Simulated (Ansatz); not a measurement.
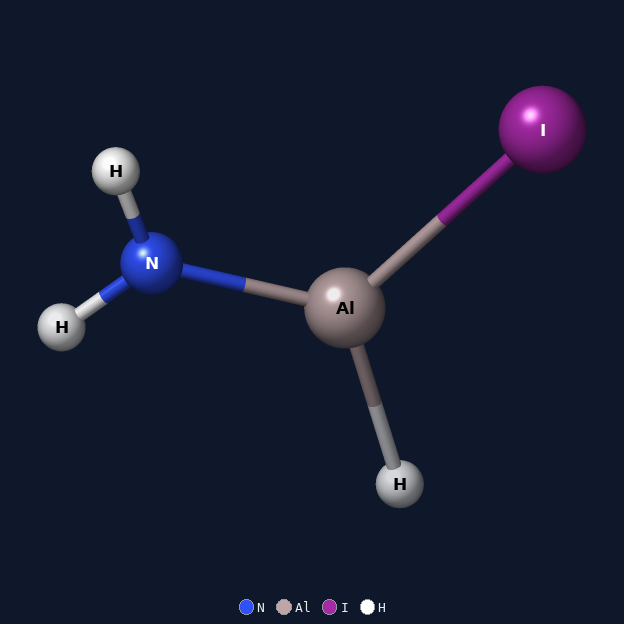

Geometry: moved along internal coordinates away from the minimum. Program: Ansatz 0.2.0.

Compare dipole (D) at these levels: B3LYP-D4/def2-TZVPP; PBE-D4/def2-TZVPP; PBE0-D4/def2-TZVPP; r2SCAN-D4/def2-TZVPP.

| level | dipole (D) |
| --- | --- |
| B3LYP-D4/def2-TZVPP | 2.09 |
| PBE-D4/def2-TZVPP | 2.10 |
| PBE0-D4/def2-TZVPP | 2.09 |
| r2SCAN-D4/def2-TZVPP | 2.15 |
